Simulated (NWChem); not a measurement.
# doublet GeO+ at 4 levels

Aim: a comparison of 4 runs (UB3LYP/6-31G*, UB3LYP/cc-pVTZ, UM06-2X/cc-pVTZ) of doublet GeO+. 

Program for the calculation: NWChem 7.3.0.

35 further runs of the same task are left out: 8 that didn't finish, 27 set aside as unsound or not needed. Runs told in other sessions of the task aren't counted.

## (1) Starting point

GeO+: 2 atoms, total charge +1, spin state doublet. As SMILES of the parent species, `[O]=[Ge]`. Geometry: relaxed at PBE0-D4/def2-TZVP. That shape belongs to the parent species and isn't relaxed for this state.

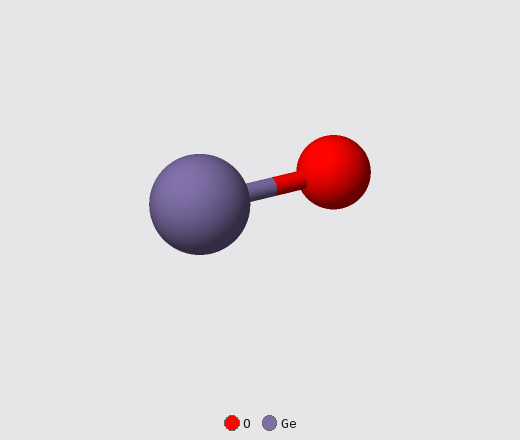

The structure, seen from a chosen angle (oxygen red, germanium purple).

## (2) A single-point energy at UB3LYP/6-31G(d) (spherical functions) (run 1)

run.py

```python
from ase import Atoms
from ase.calculators.nwchem import NWChem

system = Atoms(['O', 'Ge'], positions=[
    [-0.000000, -0.000000, -0.023040],
    [0.000000, 0.000000, 1.599530],
])

calc = NWChem(
    label='geo',
    theory='dft',
    memory='2200 mb',
    basis='6-31G*',
    basispar='spherical bse',
    charge=1,
    dft={'xc': 'b3lyp', 'mult': '2', 'grid': 'xfine', 'convergence': 'energy 1e-08', 'iterations': '100', 'mulliken': None, 'print': 'low'},
    task='energy',
)
system.calc = calc

e = system.get_potential_energy()
print(f"E = {e:.6f} eV")
```

Command:

```bash
$ export ASE_NWCHEM_COMMAND="nwchem PREFIX.nwi > PREFIX.nwo"
$ python run.py
```

The program printed:

```text
E = -58547.416180 eV
```

The calculator wrote geo.nwi:

```
title "geo"

permanent_dir geo

scratch_dir geo

start geo

geometry units angstrom nocenter noautosym noautoz
  O  -0.0000000000000000e+00 -0.0000000000000000e+00 -2.3040000000000001e-02
  Ge 0.0000000000000000e+00 0.0000000000000000e+00 1.5995299999999999e+00
end

charge 1

memory 2200 mb

basis spherical bse noprint
   * library 6-31G*
end

dft
  xc b3lyp
  mult 2
  grid xfine
  convergence energy 1e-08
  iterations 100
  mulliken
  print low
end

task dft energy
```

geo.nwo:

```text
Northwest Computational Chemistry Package (NWChem) 7.3.0
             --------------------------------------------------------

           Job information
           ---------------

    nwchem branch   = 7.3.0
    use scalapack   = T
    input           = geo.nwi
    prefix          = geo.
    data base       = geo/geo.db
    status          = startup
    nproc           =        1

           Memory information
           ------------------

    heap     =     72089594 doubles =      550.0 Mbytes
    stack    =     72089599 doubles =      550.0 Mbytes
    global   =    144179200 doubles =     1100.0 Mbytes (distinct from heap & stack)
    total    =    288358393 doubles =     2200.0 Mbytes
    verify   = yes
    hardfail = no

[... 33 lines left out ...]
            Nuclear Dipole moment (a.u.)
[... 53 lines left out ...]
   convergence    iter        energy       DeltaE   RMS-Dens  Diis-err    time
[... 13 lines left out ...]
         Total DFT energy =    -2151.577877262762
      One electron energy =    -3149.658700447023
           Coulomb energy =     1001.884013509032
    Exchange-Corr. energy =      -87.293810602430
 Nuclear repulsion energy =       83.490620277660
[... 23 lines left out ...]
     -------------------------------------------
      Total Density - Lowdin Population Analysis
     -------------------------------------------

    Atom       Charge   Shell Charges
 -----------   ------   -------------------------------------------------------
    1 O    8     8.07   2.00  0.93  2.58  0.73  1.80  0.03
    2 Ge  32    30.93   2.00  2.00  5.99  1.99  5.87  1.20  1.00  0.40  0.27  6.66  3.07  0.48

     ------------------------------------------
      Spin Density - Lowdin Population Analysis
     ------------------------------------------

    Atom       Charge   Shell Charges
 -----------   ------   -------------------------------------------------------
    1 O    8     0.66   0.00  0.01  0.48  0.01  0.16 -0.00
    2 Ge  32     0.34   0.00  0.00  0.00  0.00  0.01  0.08  0.18  0.08 -0.01  0.00  0.00 -0.00

     --------------------------
     Expectation value of S2:
     --------------------------
      <S2> =      0.7596 (Exact =     0.7500)

 Task  times  cpu:       10.9s     wall:       10.9s
 Total times  cpu:       11.0s     wall:       11.0s
```

Wall time 12 s (1 thread of INTEL XEON PLATINUM 8581C at 2.10GHz (Emerald Rapids), shared host); peak memory 0.11 GiB.

## (3) A single-point energy at UB3LYP/6-31G(d) (Cartesian functions) (run 2)

geo.nw

```
start geo
title "GeO energy"
memory stack 880 mb heap 220 mb global 1100 mb
charge 1
geometry noautosym nocenter noautoz
  O     0.000000    0.000000   -0.023040
  Ge    0.000000    0.000000    1.599530
end
basis
  * library 6-31G*
end
dft
  xc b3lyp
  mult 2
  grid xfine
  convergence energy 1e-08
  iterations 100
  mulliken
end
task dft energy
```

Command:

```bash
$ nwchem geo.nw > geo.out
```

The program printed:

```text
[...]
          Wavefunction type:  spin polarized.
          No. of atoms     :     2
          No. of electrons :    39
[...]
          Charge           :     1
          Spin multiplicity:     2
[...]
          AO basis - number of functions:    50
[...]
              XC Information
              --------------
                         B3LYP Method XC Potential
                     Hartree-Fock (Exact) Exchange  0.200
                        Slater Exchange Functional  0.800 local
                    Becke 1988 Exchange Functional  0.720 non-local
              Lee-Yang-Parr Correlation Functional  0.810
                  VWN I RPA Correlation Functional  0.190 local
[...]
 d= 0,ls=0.0,diis     1  -2151.0817957640 -2.23D+03  3.64D-02  3.48D+00     1.8
[...]
 d= 0,ls=0.0,diis    14  -2151.5865186218 -1.36D-09  9.93D-08  1.14D-11    12.7
[...]
         Total DFT energy =    -2151.586518621791
      One electron energy =    -3149.836847710480
           Coulomb energy =     1002.033381619571
    Exchange-Corr. energy =      -87.273672808541
 Nuclear repulsion energy =       83.490620277660
[...]
      Total Density - Mulliken Population Analysis
     ---------------------------------------------
    Atom       Charge   Shell Charges
 -----------   ------   -------------------------------------------------------
    1 O    8     8.21   1.99  0.98  2.73  0.91  1.56  0.04
    2 Ge  32    30.79   2.00  1.99  6.00  1.93  5.99  1.72  0.95  0.12  0.04  6.93  2.98  0.14
[...]
      <S2> =      0.7594 (Exact =     0.7500)
[...]
```

It took 14 s on 1 thread of INTEL XEON PLATINUM 8581C at 2.10GHz (Emerald Rapids), shared host; peak memory 0.11 GiB.

Run 3 isn't shown in full; the table further down has it.

## (4) A single-point energy at UM06-2X/cc-pVTZ (run 4)

run.py

```python
from ase import Atoms
from ase.calculators.nwchem import NWChem

atoms = Atoms('OGe', positions=[
    [-0.000000, -0.000000, -0.023040],
    [0.000000, 0.000000, 1.599530],
])

calc = NWChem(
    label='geo',
    theory='dft',
    memory='2200 mb',
    basis='cc-pVTZ',
    basispar='spherical bse',
    charge=1,
    dft={'xc': 'm06-2x', 'mult': '2', 'grid': 'xfine', 'convergence': 'energy 1e-08', 'iterations': '100', 'mulliken': None},
    task='energy',
)
atoms.calc = calc

print(f"energy = {atoms.get_potential_energy():.6f} eV")
```

Command:

```bash
$ export ASE_NWCHEM_COMMAND="nwchem PREFIX.nwi > PREFIX.nwo"
$ python run.py
```

The program printed:

```text
energy = -58555.341356 eV
```

The calculator wrote geo.nwi:

```
title "geo"

permanent_dir geo

scratch_dir geo

start geo

geometry units angstrom nocenter noautosym noautoz
  O  -0.0000000000000000e+00 -0.0000000000000000e+00 -2.3040000000000001e-02
  Ge 0.0000000000000000e+00 0.0000000000000000e+00 1.5995299999999999e+00
end

charge 1

memory 2200 mb

basis spherical bse noprint
   * library cc-pVTZ
end

dft
  xc m06-2x
  mult 2
  grid xfine
  convergence energy 1e-08
  iterations 100
  mulliken
end

task dft energy
```

geo.nwo:

```text
Northwest Computational Chemistry Package (NWChem) 7.3.0
             --------------------------------------------------------

           Job information
           ---------------

    nwchem branch   = 7.3.0
    use scalapack   = T
    input           = geo.nwi
    prefix          = geo.
    data base       = geo/geo.db
    status          = startup
    nproc           =        1

           Memory information
           ------------------

    heap     =     72089594 doubles =      550.0 Mbytes
    stack    =     72089599 doubles =      550.0 Mbytes
    global   =    144179200 doubles =     1100.0 Mbytes (distinct from heap & stack)
    total    =    288358393 doubles =     2200.0 Mbytes
    verify   = yes
    hardfail = no

[... 72 lines left out ...]
  convergence criterion.
[... 17 lines left out ...]
          Convergence on gradient requested:  5.00D-04
[... 23 lines left out ...]
          Convergence aids based upon iterative change in
[... 30 lines left out ...]
 1-e energy   =   -3085.533620
[... 47 lines left out ...]
         Total DFT energy =    -2151.869122113252
[... 2 lines left out ...]
    Exchange-Corr. energy =      -87.345922711959
[... 519 lines left out ...]
                     DFT Final Beta Molecular Orbital Analysis
[... 585 lines left out ...]
 center of mass
 --------------
 x =   0.00000000 y =   0.00000000 z =   2.47723818

 moments of inertia (a.u.)
 ------------------
         123.628496100933           0.000000000000           0.000000000000
           0.000000000000         123.628496100933           0.000000000000
           0.000000000000           0.000000000000           0.000000000000

     Multipole analysis of the density
     ---------------------------------

     L   x y z        total         alpha         beta         nuclear
     -   - - -        -----         -----         ----         -------
     0   0 0 0      1.000000    -20.000000    -19.000000     40.000000

     1   1 0 0     -0.000000      0.000000     -0.000000      0.000000
[... 8 lines of this table left out ...]
     2   0 0 2     -0.488408   -151.135716   -141.737603    292.384911

 Task  times  cpu:      115.2s     wall:      115.2s
 Total times  cpu:      115.2s     wall:      115.2s
```

Run time: 1.9 min. Hardware: 1 thread of INTEL XEON PLATINUM 8581C at 2.10GHz (Emerald Rapids), shared host; peak memory 0.13 GiB.

## (5) The series

| run | level | Cartesian functions | energy (Eh) | ⟨S²⟩ | wall time |
| --- | --- | --- | --- | --- | --- |
| 1 | UB3LYP/6-31G* (spherical functions) | no | -2151.577877 | 0.760 | 12 s |
| 2 | UB3LYP/6-31G* (Cartesian functions) | yes | -2151.586519 | 0.759 | 14 s |
| 3 | UB3LYP/cc-pVTZ | no | -2151.939790 | 0.760 | 1.9 min |
| 4 | UM06-2X/cc-pVTZ | no | -2151.869122 | 0.774 | 1.9 min |

## (6) Outcome

```
                                 quantity           value
                      run 4: total energy  -2151.86912 Eh
run 4: HOMO energy (highest over α and β)       -18.38 eV
 run 4: LUMO energy (lowest over α and β)       -12.32 eV
                              run 4: ⟨S²⟩           0.774
```

In words: Totals of different functionals can't be ranked against each other. All runs together took 4.2 min, the longest 1.9 min.
